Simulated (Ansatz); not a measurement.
# GdAgSe2 (P-3m1): which electronic and magnetic state is lowest, part 2 of 2

Task: compare starts of the moments and shells of GdAgSe2 (P-3m1) at a fixed cell.

Ansatz 0.2.0; DFT PBEsol+U (U_eff = 7 eV on Gd 4f), scalar-relativistic, plane waves, PAW. Earlier steps stand in the parts before.

## (4) Small parallel starting moments

input.yaml reads:

```yaml
crystal:
  lattice:
    - [4.1032684531, 0.0, 0.0]
    - [-2.0516342266, 3.553534719, 0.0]
    - [0.0, 0.0, 6.705684322]
  atoms:
    - { symbol: Ag, position: [0.0, 0.0, 0.5] }
    - { symbol: Gd, position: [0.0, 0.0, 0.0], spin: 0.5 }
    - { symbol: Se, position: [0.3333333333, 0.6666666667, 0.2490769] }
    - { symbol: Se, position: [0.6666666667, 0.3333333333, 0.7509231] }
basis:
  ecutwfc: 420
  ecutrho_ratio: 4
kpoints:
  mp_grid: { grid: [8, 8, 4] }
hamiltonian:
  xc: pbesol
  hubbard: { sites: [{ species: Gd, l: f, u_eff: 7.0 }] }
scf:
  occupations: { method: gaussian, width: 0.05 }
  lower_state_search: "off"
output:
  forces: true
  stress: true
  eigenvalues: true
  populations: true
  hubbard: { sites: [{ species: Gd, l: f }] }
magnetization:
  spin_polarized: true
checkpoint:
  read: start.run
  write: ck
  compress: false
  write_wavefunctions: false
  write_every: 100000
```

start.run holds the state that an earlier run reached from these same starting moments.

The run is started by

```console
ansatz run input.yaml --threads 4 --pin off --max-ram 9216MiB --backend cpu --events-out ev --progress --plain --runs-dir out
```

Standard output:

```text
Warning: RAYON_NUM_THREADS=4 ignored (pool sized by the plan → 4); use --threads N
Ag: projections on atomic orbitals take those of the free atom [Ar 3d10] 4s2 4p6 4d10 5s1, of charge +0.00 (hamiltonian.pseudopotentials.projection_atoms); the dataset's partial waves leave at most 1.2e-5 of an orbital's norm unspanned inside its sphere
Gd: projections on atomic orbitals take those of the free atom [Kr 4d10] 4f7 5s2 5p6 5d1 6s2, of charge +0.00 (hamiltonian.pseudopotentials.projection_atoms); the dataset's partial waves leave at most 2.5e-4 of an orbital's norm unspanned inside its sphere
Se: projections on atomic orbitals take those of the free atom [Ar] 3d10 4s2 4p4, of charge +0.00 (hamiltonian.pseudopotentials.projection_atoms); the dataset's partial waves leave at most 2.3e-6 of an orbital's norm unspanned inside its sphere
Engine: ansatz 0.2.0, x86_64-unknown-linux-gnu
Pseudopotentials: kind: paw
Pseudopotential: Ag, paw, valence charge 19, recommended cutoff 420 eV (normal), Ag.paw.azcp
Pseudopotential: Gd, paw, valence charge 18, recommended cutoff 420 eV (normal), Gd.paw.azcp
Pseudopotential: Se, paw, valence charge 16, recommended cutoff 420 eV (normal), Se.paw.azcp
Functional definition: PBEsol
  exchange = pbesol_x
  correlation = pbesol_c
Crystal: 4 atoms, lattice volume = 97.776 Å³
Basis set: ecut = 420 eV, 1919 PW (Γ), exchange–correlation on 60×60×90 points (8 copies of the dense FFT grid, shifted against one another)
Bands: 42, of which v1, the nominal top of the filled ones, is band 35 counted from 1 (34 counted from 0)
Symmetry: 12 space group operations
Space group: P-3m1 (ITA 164), of the structure as read, at distance tolerance 4.6e-5 Å
Magnetic group: BNS 164.85 (UNI 1315), of the structure as read, at distance tolerance 4.6e-5 Å
k-points: 35 of 256
Non-local potential: Ag, projectors of the file, l = 0: 3, l = 1: 2, l = 2: 2, l = 3: 1
Non-local potential: Gd, projectors of the file, l = 0: 3, l = 1: 2, l = 2: 2, l = 3: 3
Non-local potential: Se, projectors of the file, l = 0: 2, l = 1: 2, l = 2: 3, l = 3: 1
PAW form: soft (Blöchl's): semilocal exchange-correlation on the pseudo side does not see the compensation charge
PAW frozen core: Ag, regenerated for the run's functional, and the local potential with it (the file was generated under x = pbe(κ = 0.804, μ = 0.2195149727645171), c = pbe(β = 0.06672455060314922))
PAW frozen core: Gd, regenerated for the run's functional, and the local potential with it (the file was generated under x = pbe(κ = 0.804, μ = 0.2195149727645171), c = pbe(β = 0.06672455060314922))
PAW frozen core: Se, regenerated for the run's functional, and the local potential with it (the file was generated under x = pbe(κ = 0.804, μ = 0.2195149727645171), c = pbe(β = 0.06672455060314922))
PAW one-centre angular grid: Ag, 590 points (default); XC on 64 Gauss nodes
PAW one-centre angular grid: Gd, 590 points (default); XC on 64 Gauss nodes
PAW one-centre angular grid: Se, 590 points (default); XC on 64 Gauss nodes
Initial density: read from a saved state, or passed on in memory by an earlier SCF of this step, an earlier step, the calling program or the single point that the run made first
Stability of the state it starts from, as read at its close in the collinear treatment: not read negative (Ritz values of 1 − χ₀K, real part plus size of imaginary part, from 0.91 to 0.97, by its mixing steps under the symmetry group of the SCF that read it); its run was given moments
Starting moments: Σ|m| = 0.5 μB on 1 of 4 sites; this step starts from the density that it was given
Initial wavefunctions: pseudopotential atomic-orbital guess
Functional: x = pbesol(κ = 0.804, μ = 0.12345679012345678), c = pbesol(β = 0.046)
iter 1 solved again at ethr=2.22e-6 eV; its pass at ethr=3.10e-3 eV (dr2=1.53e-3 eV) is discarded
SCF iter   1: F=—  HF=-27603.097442 eV  |F-HF|=—  |Δ(HF+E_count)|=         —  Δρ=5.67e-4 (↑5.67e-4 ↓3.43e-4)  dr2=1.61e-3  dr2_m=1.33e-5  M=7.000 μB ∫|m|=7.254 μB  β_m=0.30  ethr=2.22e-6  ⟨swp⟩=2.5  Hψ=16069  notcnv=0
preconditioner: auto → Resta (q_TF=auto, 2.574 Å⁻¹)  ε∞=5.5  [insulator: Δε(μ)=0.632 eV  Ē_g=11.063 eV  σ=0.050 eV  W_gap=1.00  n_scr=22 (ndim 8)  ℏωp=23.5 eV  f_vac=0.037  D(μ)=0.00/eV (n_scr^D=0)  ε∞_Penn≈5.5]
spin=Collinear: Resta preconditioning applied to the charge; magnetization (m = ρ↑ − ρ↓) channel mixes plain (no charge-response kernel on spin).
SCF iter   2: F=—  HF=-27603.097195 eV  |F-HF|=—  |Δ(HF+E_count)|=   2.46e-4  Δρ=3.77e-4 (↑3.77e-4 ↓2.18e-4)  dr2=6.37e-4  dr2_m=7.04e-6  M=7.000 μB ∫|m|=7.255 μB  β_m=0.54  ethr=2.22e-6  ⟨swp⟩=1.8  Hψ=3047  notcnv=0
SCF iter   3: F=—  HF=-27603.097047 eV  |F-HF|=—  |Δ(HF+E_count)|=   1.48e-4  Δρ=8.36e-5 (↑8.36e-5 ↓6.81e-5)  dr2=2.02e-5  dr2_m=5.11e-7  M=7.000 μB ∫|m|=7.255 μB  β_m=0.63  ethr=9.23e-7  ⟨swp⟩=2.0  Hψ=4077  notcnv=0
SCF iter   4: F=—  HF=-27603.097047 eV  |F-HF|=—  |Δ(HF+E_count)|=   3.01e-7  Δρ=3.07e-5 (↑3.07e-5 ↓2.98e-5)  dr2=2.86e-6  dr2_m=3.98e-8  M=7.000 μB ∫|m|=7.256 μB  β_m=0.70  ethr=2.93e-8  ⟨swp⟩=2.4  Hψ=4197  notcnv=0
SCF iter   5: F=—  HF=-27603.097048 eV  |F-HF|=—  |Δ(HF+E_count)|=   8.70e-7  Δρ=8.63e-6 (↑8.63e-6 ↓8.23e-6)  dr2=2.96e-7  dr2_m=3.34e-9  M=7.000 μB ∫|m|=7.256 μB  β_m=0.69  ethr=4.15e-9  ⟨swp⟩=2.0  Hψ=4305  notcnv=0
SCF iter   6: F=-27603.097048 eV  HF=-27603.097048 eV  |F-HF|=1.03e-8  |Δ(HF+E_count)|=   7.70e-8  Δρ=3.11e-6 (↑3.11e-6 ↓3.03e-6)  dr2=5.37e-8  dr2_m=3.48e-10  M=7.000 μB ∫|m|=7.256 μB  ethr=1.45e-10  ⟨swp⟩=5.5  Hψ=11932  notcnv=0
SCF 1 converged in 6 iterations: F = -27603.097048 eV  dr2 = 5.37e-8
SCF converged after 6 iterations
Magnetization: 7.0000 μB (38.0000 up, 31.0000 down)
Absolute magnetization: 7.2510 μB (∫|ρ↑−ρ↓|, with the PAW one-centre terms)
Spin contamination: 0.0144 ħ² per cell (⟨S²⟩ above its minimum at these occupations)
Per-site moments (μB) at R_I (Å): [(-0.01204797061333748, 1.1986266810267927), (7.01750232007789, 1.1956768056546305), (-0.045574714794485806, 1.1956768056546307), (-0.04557471479448653, 1.1956768056546305)]
Free energy (F): -27603.097048 eV
Harris-Foulkes:  -27603.097048 eV  (|F-HF|=1.03e-8)
Internal energy: -27603.097048 eV  (E = F + TS)
E sigma→0 (E₀):  -27603.097048 eV
Fermi energy:    11.107455 eV
--- Per-component energies (eV) ---
  E_band       = -1092.526762
  E_kinetic    = 1169.666802
  E_local      = -9479.931126  (includes V_loc(G=0)·N_el)
  E_nonlocal   = -812.031716
  E_hartree    = 4409.847908
  E_xc         = -622.254132
  E_vxc        = -683.234687  (∫ρ·V_xc dr)
  E_hubbard    = 0.110218  (on-site DFT+U / exact-exchange correction)
  E_vhub       = -24.371773  (the Hubbard potential's part of the band-sum identity)
  E_paw        = -13917.652432  (= ΣΔE_a)
  E_vpaw       = -82.324923  (= ΣTr[D̂ρ^β])
  E_aug_tail   = -0.000917  (compensation charges beyond the density's cutoff)
  E_ewald      = -8353.852464
  E_core_change = 3.000811  (= ΣΔE_core)
  E_smearing   = -0.000000  (= −TS)
  E_closure    = -0.000000  (closes the sum)
  Σ components = -27603.097048   (vs F -27603.097048, Δ=0.00e0)
--- Forces (eV/Å), atoms counted from 1 ---
  atom   1  Ag     0.00000000    -0.00000000     0.00000000
  atom   2  Gd     0.00000000    -0.00000000     0.00000000
  atom   3  Se    -0.00000000     0.00000000     0.12404353
  atom   4  Se     0.00000000    -0.00000000    -0.12404353
  max |Σ_I F_I| component: 1.39e-17 eV/Å
--- Stress (GPa, compression-positive) ---
       -2.323947       0.000000      -0.000000
        0.000000      -2.323947      -0.000000
       -0.000000      -0.000000      -2.801265
  P = ⅓ Tr σ = -2.4831 GPa (-24.831 kbar)
--- Band table (eV; the first three rows and the last of 70) ---
  k-point 0 ↑: bands = ["-79.9839", "-43.5769", "-43.4901", "-43.4901", "-36.2427", "-36.2427", "-36.2426", "-36.2426", "-36.2407", "-36.2406", "-36.2346", "-36.2346", "-36.2345", "-36.2345", "-34.4604", "-11.8894", "-11.7511", "-11.7511", "-2.1717", "-1.2755", "2.3118", "2.3162", "2.3162", "2.3451", "2.3451", "2.3485", "2.3654", "5.7813", "6.7144", "6.7144", "7.1989", "7.4590", "7.4590", "9.1694", "9.1694", "9.9797", "10.0220", "10.0220", "12.2228", "12.9696", "12.9696", "13.4323"]
  k-point 1 ↑: bands = ["-79.9839", "-43.5769", "-43.4901", "-43.4901", "-36.2427", "-36.2427", "-36.2426", "-36.2426", "-36.2407", "-36.2406", "-36.2346", "-36.2346", "-36.2345", "-36.2345", "-34.4604", "-11.8909", "-11.7511", "-11.7511", "-2.0650", "-1.4128", "2.3108", "2.3158", "2.3158", "2.3359", "2.3448", "2.3448", "2.3654", "6.1494", "6.7980", "6.7980", "7.2719", "7.4679", "7.4679", "8.7406", "8.7406", "9.0000", "10.4622", "10.4622", "12.6843", "12.8216", "12.8216", "13.4864"]
  k-point 2 ↑: bands = ["-79.9839", "-43.5769", "-43.4901", "-43.4901", "-36.2427", "-36.2427", "-36.2426", "-36.2426", "-36.2406", "-36.2406", "-36.2346", "-36.2346", "-36.2345", "-36.2345", "-34.4604", "-11.8924", "-11.7511", "-11.7511", "-1.8717", "-1.6358", "2.3092", "2.3153", "2.3153", "2.3246", "2.3444", "2.3444", "2.3654", "6.7808", "6.8989", "6.8989", "7.2972", "7.4781", "7.4781", "8.0603", "8.4292", "8.4292", "10.7833", "10.7833", "12.3629", "12.6617", "12.6617", "14.4903"]
  k-point 34 ↓: bands = ["-79.9927", "-43.5862", "-43.4996", "-43.4994", "-36.2508", "-36.2504", "-36.2504", "-36.2504", "-36.2482", "-36.2482", "-36.2427", "-36.2426", "-36.2426", "-36.2426", "-31.3689", "-9.7294", "-9.6464", "-9.6031", "-1.4055", "-1.2824", "6.6133", "6.6134", "6.9305", "6.9923", "7.0816", "7.5115", "7.9758", "8.1904", "8.2485", "9.5838", "9.8238", "13.0890", "13.7686", "14.0495", "14.2456", "14.5325", "14.5471", "14.5976", "14.6866", "14.8171", "14.8175", "15.2236"]
Occupation matrices written to <dir>
--- Löwdin populations: 4 sites ---
  site symbol       q [e]    m [muB]
     0     Ag     18.4367    -0.0103
     1     Gd     17.5237     7.1276
     2     Se     16.4461    -0.0608
     3     Se     16.4461    -0.0608
  spilling = 0.002138 (of n_electrons = 69.000000)
--- Occupation matrices: 1 shell (run DFT+U table (all-electron-ortho-atomic); ε = 7.01e-4) ---
  Gd1 f_4F: site group D3d (-3m)
  Gd1 f_4F up     Tr n = 6.9973  λ = 0.999 0.999 0.999 1.000 1.000 1.000 1.000  [7× z3 0.14 Eu(0.57)]
  Gd1 f_4F dn     Tr n = 0.0290  λ = 0.000 0.002 0.002 0.002 0.007 0.007 0.008  [z3 0.51 A2u(1.00) | 3× x(x2-3y2) 0.33 Eu(0.67) | 2× z(x2-y2) 0.41 Eu(1.00) | y(3x2-y2) 0.51 A2u(1.00)]
  Tr n, λ and their labels are of the run-group-symmetrised matrices; stabiliser: 12 of 24 elements of G0×{1,Θ} (closed), max defect 5.1e-15 at τ = 1.5e-4
```

Run time: 2.5 s. Hardware: 4 threads of AMD EPYC 9R45 (Zen 5), shared host; peak memory 0.79 GiB.

In short: volume 24.444 Å³/atom, pressure -2.48 GPa, gap on the mesh 0.65 eV, moments in the atoms' spheres Gd 7.02 μB.

## (5) The magnetic starts side by side

Energies have the smearing extrapolated to zero.

| start | from the base state (meV/atom) | gap (eV) | pressure (GPa) | moments in spheres (μB) |
| --- | --- | --- | --- | --- |
| ferromagnetic | 0.0 | 0.65 | -2.48 | Gd 7.02 |
| no spin polarisation | 2391.9 | metal | -1.69 | none |
| small parallel starting moments | 0.0 | 0.65 | -2.48 | Gd 7.02 |

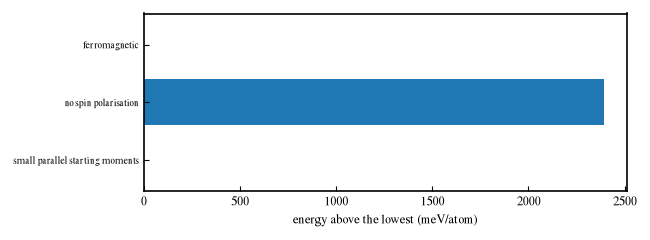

Energy of each magnetic start above the lowest.

## (6) Outcome

The summary covers parts 1 to 2.

| quantity | value |
| --- | --- |
| lowest magnetic start | ferromagnetic |
| next in this table | 2391.9 meV/atom higher |

What this shows: The lowest state comes from the start «ferromagnetic», matched within 0.3 meV/atom by «small parallel starting moments»; the next lies 2391.9 meV/atom higher and is the one without spin polarisation. No antiferromagnetic order was run. A non-hydrostatic stress of up to 0.3 GPa is left, since the cell's shape wasn't relaxed in this state. With a Hubbard U or exact exchange the result depends on the state in which the open shell ends, and a lower one can't be excluded. Spin–orbit coupling is left out, though the cell holds Gd; it splits the 4f levels.
